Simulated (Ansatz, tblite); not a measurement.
**The cluster Si4Ge−: one state, many levels**

How do method and basis change the picture of the cluster Si4Ge− (doublet)?

Program: Ansatz 0.2.0, Gaussian basis. Level of theory: as each input shows. These are calculated values, not measurements.

Levels to be run: GFN2-xTB, PBE-D4/def2-TZVPD, r2SCAN-D4/def2-TZVPD, r2SCAN0-D4/def2-TZVPD, B3LYP-D4/def2-TZVPD, PBE-D4/def2-SVPD, PBE0-D4/def2-SVPD, HF/STO-3G, HF/6-31G, B3LYP-D4/6-31G, CCSD(T)/def2-SVPD, MP2/def2-TZVPD, RPA/def2-TZVPD.

2 further runs of the same task are left out: 2 set aside as unsound or not needed. Runs told in other sessions of the task aren't counted.

## Step 1: The geometry

The doublet was relaxed beforehand with B3LYP-D4/def2-SVPD. At that level it is the lowest of the isomers that a small search found.

5 atoms, charge -1, spin multiplicity 2.

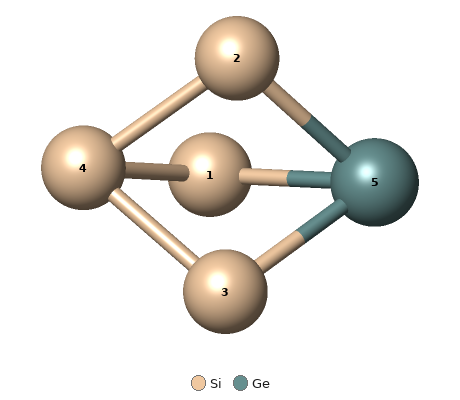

The structure; silicon light orange, germanium teal; atoms are numbered from 1 in the order of the file.

The ion is computed in the gas phase, without counter-ions or solvent.

PBE0-D4/def2-TZVPD was run before; its log isn't repeated, and its numbers join the tables.

## Step 2: GFN2-xTB

Tight binding, by tblite at 300 K electronic temperature and without a spin-polarisation term:

```python
tblite.interface.Calculator('GFN2-xTB', numbers, positions, charge=-1, uhf=1).singlepoint()
```

Energy -237.2989 eV; 0.011 s.

## Step 3: PBE-D4/def2-TZVPD

start.molden holds the orbitals of an earlier run on this state, given as this run's starting guess.

in.yaml reads:

```yaml
crystal:
  periodic: [false, false, false]
  atoms:
    - {symbol: Si, position_ang: [1.129843, -0.421869, -1.083002]}
    - {symbol: Si, position_ang: [0.020087, 1.482191, 0.655813]}
    - {symbol: Si, position_ang: [-1.189814, -1.035227, 0.374230]}
    - {symbol: Si, position_ang: [-0.971315, 0.611032, -1.288897]}
    - {symbol: Ge, position_ang: [1.011189, -0.636117, 1.341856]}
basis:
  gaussian: {orbitals: def2-TZVPD, initial_orbitals: start.molden}
total_charge: -1
magnetization: {spin_polarized: true, initial_magnetization: 1}
hamiltonian: {xc: pbe, dispersion: d4}
scf: {omitted_lower_state_checks: [starts]}
output: {forces: true, orbitals: {seedname: orbitals}}
```

Launch:

```sh
$ ansatz run in.yaml --threads 4 --pin off --events-out ev --progress --plain --max-ram 4787MiB
```

What it wrote:

```text
Functional definition: PBE
  name "PBE"
  cite "Perdew, Burke & Ernzerhof, Phys. Rev. Lett. 77, 3865 (1996) doi:10.1103/PhysRevLett.77.3865"
  parent pbe
  parameter kappa = 0.804
  parameter beta = 0.06672455060314922
  exchange = pbe_x(kappa = kappa, mu = beta*pi^2/3)
  correlation = pbe_c(beta = beta)
these checks for a lower state are left out or cut short: starts
1473 factors; their error is unknown
mean field evaluation 1: about -88006.4928 eV, gradient 1.0e1 eV
mean field evaluation 2: about -88006.6292 eV, gradient 2.0e-1 eV
mean field evaluation 4: about -88006.6160 eV, gradient 1.4e-3 eV
mean field -88006.61599994 eV, -3234.1834849711 hartree, gradient 7.7e-6 eV, S^2 0.755245; 0 other end points of the search recorded, 0 dependent functions left out
the calculation of the forces begins
reference -88006.61603979 eV, -3234.1834864353 hartree; 45, 44 occupied and 181, 182 virtual orbitals, 1473 factors
Total energy: -88007.05685819 eV, -3234.1996862129 hartree
Atom 0 at     1.129843    -0.421869    -1.083002 Å, force    -0.265034     0.102051     0.226256 eV/Å
Atom 1 at     0.020087     1.482191     0.655813 Å, force    -0.016207    -0.323972    -0.162260 eV/Å
Atom 2 at    -1.189814    -1.035227     0.374230 Å, force     0.254150     0.239010    -0.099631 eV/Å
Atom 3 at    -0.971315     0.611032    -1.288897 Å, force     0.076597    -0.048345     0.101181 eV/Å
Atom 4 at     1.011189    -0.636117     1.341856 Å, force    -0.049506     0.031256    -0.065546 eV/Å
Dipole moment:     0.214980    -0.135241     0.285285 e Å
Checks for a lower state left out: starts
```

It took 7.5 s on 4 threads of Arm Neoverse V2, shared host.

Report: HOMO -0.71 eV, LUMO 0.05 eV (over both spins); ⟨S²⟩ 0.755 (pure: 0.75).

## Step 4: r2SCAN-D4/def2-TZVPD

Changes to in.yaml since step 3:

```diff
@@ -12,4 +12,4 @@
 magnetization: {spin_polarized: true, initial_magnetization: 1}
-hamiltonian: {xc: pbe, dispersion: d4}
+hamiltonian: {xc: r2scan, dispersion: d4}
 scf: {omitted_lower_state_checks: [starts]}
-output: {forces: true, orbitals: {seedname: orbitals}}
+output: {orbitals: {seedname: orbitals}}
```

Launched as before.

What it wrote:

```text
Functional definition: r2SCAN
  name "r2SCAN"
  cite "Furness, Kaplan, Ning, Perdew & Sun, J. Phys. Chem. Lett. 11, 8208 (2020) doi:10.1021/acs.jpclett.0c02405"
  cite "Furness, Kaplan, Ning, Perdew & Sun, J. Phys. Chem. Lett. 11, 9248 (2020) doi:10.1021/acs.jpclett.0c03077"
  parent r2scan
  parameter k0 = 0.174
  parameter k1 = 0.065
  parameter a1 = 4.9479
  exchange = r2scan_x(k0 = k0, k1 = k1, a1 = a1)
  correlation = r2scan_c
these checks for a lower state are left out or cut short: starts
1473 factors; their error is unknown
mean field evaluation 1: about -88027.4963 eV, gradient 6.9e0 eV
mean field evaluation 2: about -88027.5551 eV, gradient 1.1e-1 eV
mean field evaluation 4: about -88027.5426 eV, gradient 8.0e-4 eV
mean field -88027.54261026 eV, -3234.9525237155 hartree, gradient 2.1e-5 eV, S^2 0.761860; 0 other end points of the search recorded, 0 dependent functions left out
reference -88027.54263129 eV, -3234.9525244884 hartree; 45, 44 occupied and 181, 182 virtual orbitals, 1473 factors
Total energy: -88027.62198156 eV, -3234.9554405572 hartree
Checks for a lower state left out: starts
```

Wall time 18 s (4 threads of Arm Neoverse V2, shared host).

Report: HOMO -1.01 eV, LUMO 0.18 eV (over both spins); ⟨S²⟩ 0.762 (pure: 0.75).

## Step 5: r2SCAN0-D4/def2-TZVPD

Changes to in.yaml since step 4:

```diff
@@ -12,3 +12,3 @@
 magnetization: {spin_polarized: true, initial_magnetization: 1}
-hamiltonian: {xc: r2scan, dispersion: d4}
+hamiltonian: {xc: {name: r2SCAN0}, dispersion: d4}
 scf: {omitted_lower_state_checks: [starts]}
```

Launched as before.

What it wrote, cut to the lines that bear on the results:

```text
Functional definition: r2SCAN0
  name "r2SCAN0"
  cite "Bursch, Neugebauer, Ehlert & Grimme, J. Chem. Phys. 156, 134105 (2022) doi:10.1063/5.0086040"
  cite "Furness, Kaplan, Ning, Perdew & Sun, J. Phys. Chem. Lett. 11, 8208 (2020) doi:10.1021/acs.jpclett.0c02405"
  cite "Furness, Kaplan, Ning, Perdew & Sun, J. Phys. Chem. Lett. 11, 9248 (2020) doi:10.1021/acs.jpclett.0c03077"
  parent r2scan
[...]
1610 factors; their error is unknown
[...]
mean field -88026.31783094 eV, -3234.9075139059 hartree, gradient 2.7e-5 eV, S^2 0.767649; 0 other end points of the search recorded, 0 dependent functions left out
reference -88026.31784705 eV, -3234.9075144978 hartree; 45, 44 occupied and 181, 182 virtual orbitals, 1610 factors
Total energy: -88026.42361850 eV, -3234.9114015270 hartree
Checks for a lower state left out: starts
```

Wall time 25 s (4 threads of Arm Neoverse V2, shared host); peak memory 1.2 GiB.

HOMO -1.78 eV, LUMO 0.79 eV (over both spins); ⟨S²⟩ 0.768 (pure: 0.75).

## Step 6: B3LYP-D4/def2-TZVPD

Changes to in.yaml since step 5:

```diff
@@ -12,3 +12,3 @@
 magnetization: {spin_polarized: true, initial_magnetization: 1}
-hamiltonian: {xc: {name: r2SCAN0}, dispersion: d4}
+hamiltonian: {xc: {name: B3LYP}, dispersion: d4}
 scf: {omitted_lower_state_checks: [starts]}
```

Launched as before.

What it wrote, cut to the lines that bear on the results:

```text
Functional definition: B3LYP
  name "B3LYP"
  cite "Stephens, Devlin, Chabalowski & Frisch, J. Phys. Chem. 98, 11623 (1994) doi:10.1021/j100096a001"
  cite "Becke, Phys. Rev. A 38, 3098 (1988) doi:10.1103/PhysRevA.38.3098"
  cite "Lee, Yang & Parr, Phys. Rev. B 37, 785 (1988) doi:10.1103/PhysRevB.37.785"
  cite "Vosko, Wilk & Nusair, Can. J. Phys. 58, 1200 (1980) doi:10.1139/p80-159"
[...]
1570 factors; their error is unknown
[...]
mean field -88032.97329646 eV, -3235.1520977525 hartree, gradient 2.2e-5 eV, S^2 0.757305; 0 other end points of the search recorded, 0 dependent functions left out
reference -88032.97351706 eV, -3235.1521058592 hartree; 45, 44 occupied and 181, 182 virtual orbitals, 1570 factors
Total energy: -88033.71854521 eV, -3235.1794851387 hartree
Checks for a lower state left out: starts
```

Run time: 14 s. Hardware: 4 threads of Arm Neoverse V2, shared host; peak memory 1.1 GiB.

Report: HOMO -1.34 eV, LUMO 0.49 eV (over both spins); ⟨S²⟩ 0.757 (pure: 0.75).

## Step 7: PBE-D4/def2-SVPD

Changes to in.yaml since step 6:

```diff
@@ -9,6 +9,6 @@
 basis:
-  gaussian: {orbitals: def2-TZVPD, initial_orbitals: start.molden}
+  gaussian: {orbitals: def2-SVPD, initial_orbitals: start.molden}
 total_charge: -1
 magnetization: {spin_polarized: true, initial_magnetization: 1}
-hamiltonian: {xc: {name: B3LYP}, dispersion: d4}
+hamiltonian: {xc: pbe, dispersion: d4}
 scf: {omitted_lower_state_checks: [starts]}
```

The command is unchanged.

What it wrote:

```text
Functional definition: PBE
  name "PBE"
  cite "Perdew, Burke & Ernzerhof, Phys. Rev. Lett. 77, 3865 (1996) doi:10.1103/PhysRevLett.77.3865"
  parent pbe
  parameter kappa = 0.804
  parameter beta = 0.06672455060314922
  exchange = pbe_x(kappa = kappa, mu = beta*pi^2/3)
  correlation = pbe_c(beta = beta)
these checks for a lower state are left out or cut short: starts
1321 factors; their error is unknown
mean field evaluation 1: about -87988.6654 eV, gradient 6.2e0 eV
mean field evaluation 2: about -87988.8024 eV, gradient 1.5e-1 eV
mean field evaluation 4: about -87988.7672 eV, gradient 5.7e-4 eV
mean field -87988.76719903 eV, -3233.5275536358 hartree, gradient 1.7e-5 eV, S^2 0.754647; 0 other end points of the search recorded, 0 dependent functions left out
reference -87988.76723743 eV, -3233.5275550471 hartree; 45, 44 occupied and 89, 90 virtual orbitals, 1321 factors
Total energy: -87989.20805583 eV, -3233.5437548246 hartree
Checks for a lower state left out: starts
```

It took 3.5 s on 4 threads of Arm Neoverse V2, shared host.

HOMO -0.70 eV, LUMO 0.07 eV (over both spins); ⟨S²⟩ 0.755 (pure: 0.75).

## Step 8: PBE0-D4/def2-SVPD

Changes to in.yaml since step 7:

```diff
@@ -12,3 +12,3 @@
 magnetization: {spin_polarized: true, initial_magnetization: 1}
-hamiltonian: {xc: pbe, dispersion: d4}
+hamiltonian: {xc: pbe0, dispersion: d4}
 scf: {omitted_lower_state_checks: [starts]}
```

The command is unchanged.

What it wrote:

```text
Functional definition: PBE0
  name "PBE0"
  cite "Adamo & Barone, J. Chem. Phys. 110, 6158 (1999) doi:10.1063/1.478522"
  cite "Perdew, Burke & Ernzerhof, Phys. Rev. Lett. 77, 3865 (1996) doi:10.1103/PhysRevLett.77.3865"
  parent pbe
  parameter a = 0.25
  parameter kappa = 0.804
  parameter beta = 0.06672455060314922
  exchange = (1 - a)*pbe_x(kappa = kappa, mu = beta*pi^2/3) + a*exact_x
  correlation = pbe_c(beta = beta)
these checks for a lower state are left out or cut short: starts
1289 factors; integrals over basis functions are off by at most 4.9e-4 eV
mean field evaluation 1: about -87992.5246 eV, gradient 3.0e0 eV
mean field evaluation 2: about -87992.5965 eV, gradient 6.2e-2 eV
mean field evaluation 4: about -87992.5997 eV, gradient 1.3e-4 eV
mean field -87992.59971529 eV, -3233.6683960108 hartree, gradient 2.3e-5 eV, S^2 0.760077; 0 other end points of the search recorded, 0 dependent functions left out
reference -87992.59974551 eV, -3233.6683971212 hartree; 45, 44 occupied and 89, 90 virtual orbitals, 1289 factors
Total energy: -87992.97226619 eV, -3233.6820870038 hartree
Checks for a lower state left out: starts
```

Wall time 5.5 s (4 threads of Arm Neoverse V2, shared host).

HOMO -1.64 eV, LUMO 0.67 eV (over both spins); ⟨S²⟩ 0.760 (pure: 0.75).

## Step 9: HF/STO-3G

Changes to in.yaml since step 8:

```diff
@@ -9,6 +9,6 @@
 basis:
-  gaussian: {orbitals: def2-SVPD, initial_orbitals: start.molden}
+  gaussian: {orbitals: STO-3G}
 total_charge: -1
 magnetization: {spin_polarized: true, initial_magnetization: 1}
-hamiltonian: {xc: pbe0, dispersion: d4}
+hamiltonian: {xc: hf}
 scf: {omitted_lower_state_checks: [starts]}
```

Same command.

What it wrote:

```text
Functional definition: HF
  name "HF"
  cite "Fock, Z. Phys. 61, 126 (1930) doi:10.1007/BF01340294"
  parent pbe
  exchange = exact_x
  correlation = 0
these checks for a lower state are left out or cut short: starts
571 factors; integrals over basis functions are off by at most 2.5e-5 eV
mean field evaluation 1: about -86908.0901 eV, gradient 9.1e0 eV
mean field evaluation 2: about -86908.1434 eV, gradient 9.1e0 eV
mean field evaluation 4: about -86909.1097 eV, gradient 1.5e0 eV
mean field evaluation 8: about -86909.1760 eV, gradient 6.8e-5 eV
mean field -86909.17586276 eV, -3193.8533038012 hartree, gradient 7.1e-6 eV, S^2 0.773542; 0 other end points of the search recorded, 0 dependent functions left out
reference -86909.17586276 eV, -3193.8533038012 hartree; 45, 44 occupied and 9, 10 virtual orbitals, 571 factors
Total energy: -86909.17586276 eV, -3193.8533038012 hartree
Checks for a lower state left out: starts
```

Wall time 0.55 s (4 threads of Arm Neoverse V2, shared host).

HOMO 2.51 eV, LUMO 9.39 eV (over both spins); ⟨S²⟩ 0.774 (pure: 0.75). Doubts: highest occupied level lies above zero.

## Step 10: HF/6-31G

Changes to in.yaml since step 9:

```diff
@@ -9,3 +9,3 @@
 basis:
-  gaussian: {orbitals: STO-3G}
+  gaussian: {orbitals: 6-31G}
 total_charge: -1
```

Same command.

What it wrote:

```text
Functional definition: HF
  name "HF"
  cite "Fock, Z. Phys. 61, 126 (1930) doi:10.1007/BF01340294"
  parent pbe
  exchange = exact_x
  correlation = 0
these checks for a lower state are left out or cut short: starts
810 factors; integrals over basis functions are off by at most 1.3e-4 eV
mean field evaluation 1: about -87905.8098 eV, gradient 9.8e0 eV
mean field evaluation 2: about -87905.9774 eV, gradient 1.0e1 eV
mean field evaluation 4: about -87907.2195 eV, gradient 1.4e0 eV
mean field evaluation 8: about -87907.2924 eV, gradient 2.5e-1 eV
mean field evaluation 16: about -87907.3022 eV, gradient 2.3e-5 eV
mean field -87907.30219605 eV, -3230.5337699951 hartree, gradient 3.5e-6 eV, S^2 0.790162; 0 other end points of the search recorded, 0 dependent functions left out
reference -87907.30219605 eV, -3230.5337699951 hartree; 45, 44 occupied and 36, 37 virtual orbitals, 810 factors
Total energy: -87907.30219605 eV, -3230.5337699951 hartree
Checks for a lower state left out: starts
```

Run time: 1.6 s. Hardware: 4 threads of Arm Neoverse V2, shared host.

HOMO -3.17 eV, LUMO 3.17 eV (over both spins); ⟨S²⟩ 0.790 (pure: 0.75).

## Step 11: B3LYP-D4/6-31G

Changes to in.yaml since step 10:

```diff
@@ -12,3 +12,3 @@
 magnetization: {spin_polarized: true, initial_magnetization: 1}
-hamiltonian: {xc: hf}
+hamiltonian: {xc: {name: B3LYP}, dispersion: d4}
 scf: {omitted_lower_state_checks: [starts]}
```

Same command.

What it wrote, cut to the lines that bear on the results:

```text
Functional definition: B3LYP
  name "B3LYP"
  cite "Stephens, Devlin, Chabalowski & Frisch, J. Phys. Chem. 98, 11623 (1994) doi:10.1021/j100096a001"
  cite "Becke, Phys. Rev. A 38, 3098 (1988) doi:10.1103/PhysRevA.38.3098"
  cite "Lee, Yang & Parr, Phys. Rev. B 37, 785 (1988) doi:10.1103/PhysRevB.37.785"
  cite "Vosko, Wilk & Nusair, Can. J. Phys. 58, 1200 (1980) doi:10.1139/p80-159"
[...]
810 factors; integrals over basis functions are off by at most 1.3e-4 eV
[...]
mean field -88018.26174994 eV, -3234.6114583898 hartree, gradient 3.5e-5 eV, S^2 0.755154; 0 other end points of the search recorded, 0 dependent functions left out
reference -88018.26198092 eV, -3234.6114668781 hartree; 45, 44 occupied and 36, 37 virtual orbitals, 810 factors
Total energy: -88019.00700907 eV, -3234.6388461576 hartree
Checks for a lower state left out: starts
```

Run time: 2.4 s. Hardware: 4 threads of Arm Neoverse V2, shared host.

From the report: HOMO -1.46 eV, LUMO 0.36 eV (over both spins); ⟨S²⟩ 0.755 (pure: 0.75).

## Step 12: CCSD(T)/def2-SVPD

Changes to in.yaml since step 11:

```diff
@@ -9,7 +9,7 @@
 basis:
-  gaussian: {orbitals: 6-31G}
+  gaussian: {orbitals: def2-SVPD, initial_orbitals: start.molden}
 total_charge: -1
 magnetization: {spin_polarized: true, initial_magnetization: 1}
-hamiltonian: {xc: {name: B3LYP}, dispersion: d4}
-scf: {omitted_lower_state_checks: [starts]}
+correlation: {method: ccsd_t}
+scf: {omitted_lower_state_checks: [starts, cluster_reference]}
 output: {orbitals: {seedname: orbitals}}
```

Launched as before.

What it wrote, cut to the lines that bear on the results:

```text
Functional definition: HF
  name "HF"
  cite "Fock, Z. Phys. 61, 126 (1930) doi:10.1007/BF01340294"
  parent pbe
[...]
1289 factors; integrals over basis functions are off by at most 4.9e-4 eV
[...]
mean field -87904.54473108 eV, -3230.4324350266 hartree, gradient 3.0e-6 eV, S^2 0.794831; 0 other end points of the search recorded, 0 dependent functions left out
29 core orbitals not correlated: weight in the atoms' cores, before any rotation towards them, 1.000 or more for the frozen orbitals, at most 0.000 for the correlated occupied ones
reference -87904.54473108 eV, -3230.4324350266 hartree; 16, 15 occupied and 89, 90 virtual orbitals, 1289 factors
second order -17.38911600 eV of doubles, -0.00000000 eV of singles
cycle   1  -16.13864071 eV  change     1.3e0 eV  update   2.1e-1
[...]
cycle  12  -17.22050670 eV  change    2.9e-5 eV  update   3.1e-5
perturbative correction -1.36905191 eV, -0.0503117296 hartree
Total energy: -87923.13428968 eV, -3231.1155887050 hartree
Checks for a lower state left out: starts, cluster_reference
```

Run time: 38 s. Hardware: 4 threads of Arm Neoverse V2, shared host; peak memory 1.4 GiB.

Hartree-Fock HOMO -3.06 eV, LUMO 3.42 eV (over both spins); ⟨S²⟩ 0.795 (pure: 0.75); T1 0.026.

## Step 13: MP2/def2-TZVPD

Changes to in.yaml since step 12:

```diff
@@ -9,7 +9,7 @@
 basis:
-  gaussian: {orbitals: def2-SVPD, initial_orbitals: start.molden}
+  gaussian: {orbitals: def2-TZVPD, initial_orbitals: start.molden}
 total_charge: -1
 magnetization: {spin_polarized: true, initial_magnetization: 1}
-correlation: {method: ccsd_t}
-scf: {omitted_lower_state_checks: [starts, cluster_reference]}
+correlation: {method: mp2}
+scf: {omitted_lower_state_checks: [starts]}
 output: {orbitals: {seedname: orbitals}}
```

Same command.

What it wrote:

```text
Functional definition: HF
  name "HF"
  cite "Fock, Z. Phys. 61, 126 (1930) doi:10.1007/BF01340294"
  parent pbe
  exchange = exact_x
  correlation = 0
these checks for a lower state are left out or cut short: starts
1398 factors; integrals over basis functions are off by at most 8.3e-4 eV
mean field evaluation 1: about -87920.9637 eV, gradient 2.8e1 eV
mean field evaluation 2: about -87921.8946 eV, gradient 1.2e0 eV
mean field evaluation 4: about -87922.3981 eV, gradient 1.1e0 eV
mean field evaluation 8: about -87922.4106 eV, gradient 6.4e-4 eV
mean field -87922.41056402 eV, -3231.0889922772 hartree, gradient 1.7e-6 eV, S^2 0.800558; 0 other end points of the search recorded, 0 dependent functions left out
29 core orbitals not correlated: weight in the atoms' cores, before any rotation towards them, 1.000 or more for the frozen orbitals, at most 0.000 for the correlated occupied ones
reference -87922.41056402 eV, -3231.0889922772 hartree; 16, 15 occupied and 181, 182 virtual orbitals, 1398 factors
second order -19.80859875 eV of doubles, -0.00000000 eV of singles
Total energy: -87942.21916276 eV, -3231.8169448545 hartree
Checks for a lower state left out: starts
```

Run time: 12 s. Hardware: 4 threads of Arm Neoverse V2, shared host; peak memory 0.87 GiB.

Report: Hartree-Fock HOMO -3.10 eV, LUMO 3.37 eV (over both spins); ⟨S²⟩ 0.801 (pure: 0.75).

## Step 14: RPA/def2-TZVPD

Changes to in.yaml since step 13:

```diff
@@ -12,4 +12,4 @@
 magnetization: {spin_polarized: true, initial_magnetization: 1}
-correlation: {method: mp2}
+hamiltonian: {xc: pbe}
+correlation: {method: rpa}
 scf: {omitted_lower_state_checks: [starts]}
-output: {orbitals: {seedname: orbitals}}
```

Same command.

What it wrote, cut to the lines that bear on the results:

```text
Functional definition: PBE
  name "PBE"
  cite "Perdew, Burke & Ernzerhof, Phys. Rev. Lett. 77, 3865 (1996) doi:10.1103/PhysRevLett.77.3865"
  parent pbe
[...]
1398 factors; integrals over basis functions are off by at most 8.3e-4 eV
[...]
mean field -88006.61598698 eV, -3234.1834844946 hartree, gradient 2.0e-6 eV, S^2 0.755245; 0 other end points of the search recorded, 0 dependent functions left out
29 core orbitals not correlated: weight in the atoms' cores, before any rotation towards them, 1.000 or more for the frozen orbitals, at most 0.000 for the correlated occupied ones
reference -87920.54355949 eV, -3231.0203811265 hartree; 16, 15 occupied and 181, 182 virtual orbitals, 1398 factors
Total energy: -87951.07945322 eV, -3232.1425545228 hartree
Checks for a lower state left out: starts
```

Wall time 11 s (4 threads of Arm Neoverse V2, shared host); peak memory 0.73 GiB.

⟨S²⟩ 0.755 (pure: 0.75).

## Step 15: Comparison

| level | functions | HOMO (eV) | LUMO (eV) | gap (eV) | ⟨S²⟩ | time |
| --- | --- | --- | --- | --- | --- | --- |
| HF/STO-3G | 54 | 2.51 | 9.39 | 6.88 | 0.774 | 0.55 s |
| HF/6-31G | 81 | -3.17 | 3.17 | 6.34 | 0.790 | 1.6 s |
| PBE-D4/def2-SVPD | 134 | -0.70 | 0.07 | 0.77 | 0.755 | 3.5 s |
| PBE-D4/def2-TZVPD | 226 | -0.71 | 0.05 | 0.77 | 0.755 | 7.5 s |
| r2SCAN-D4/def2-TZVPD | 226 | -1.01 | 0.18 | 1.19 | 0.762 | 18 s |
| B3LYP-D4/6-31G | 81 | -1.46 | 0.36 | 1.82 | 0.755 | 2.4 s |
| B3LYP-D4/def2-TZVPD | 226 | -1.34 | 0.49 | 1.83 | 0.757 | 14 s |
| PBE0-D4/def2-SVPD | 134 | -1.64 | 0.67 | 2.31 | 0.760 | 5.5 s |
| PBE0-D4/def2-TZVPD | 226 | -1.63 | 0.68 | 2.31 | 0.761 | 14 s |
| r2SCAN0-D4/def2-TZVPD | 226 | -1.78 | 0.79 | 2.58 | 0.768 | 25 s |

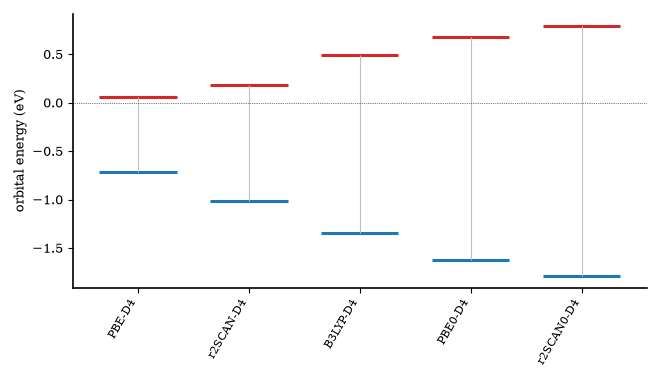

Highest filled (blue) and lowest empty (red) level in def2-TZVPD, over both spins.

Energy pieces by basis (eV):

| basis | HF | MP2 correlation | CCSD correlation | (T) | total |
| --- | --- | --- | --- | --- | --- |
| def2-SVPD | -87904.5447 | -17.3891 | -17.2205 | -1.3691 | -87923.1343 |
| def2-TZVPD | -87922.4106 | -19.8086 |  |  | -87942.2192 (MP2) |

## Step 16: What came out

| quantity | value |
| --- | --- |
| gap in def2-TZVPD, named functionals, smallest and largest | 0.77 eV (PBE-D4), 2.58 eV (r2SCAN0-D4) |
| correlation energy, CCSD(T)/def2-SVPD | -18.59 eV |
| correlation energy, MP2/def2-TZVPD | -19.81 eV |
| ⟨S²⟩ in def2-TZVPD, named functionals, smallest and largest | 0.755, 0.768 |
| PBE0 total energy, smallest basis above largest | 17.74 eV (def2-SVPD, def2-TZVPD) |

What this shows: Over the named functionals in def2-TZVPD the gap runs from 0.77 eV (PBE-D4) to 2.58 eV (r2SCAN0-D4); exact exchange widens it. Over the named functionals in def2-TZVPD spin contamination reaches 0.02 (r2SCAN0-D4), which is small.

The anion's highest level is positive in at least one run, so there the basis alone may hold the extra electron.

The slowest run with a step of its own, CCSD(T)/def2-SVPD, took 38 s; the quickest functional in def2-TZVPD took 7.5 s (shared host).
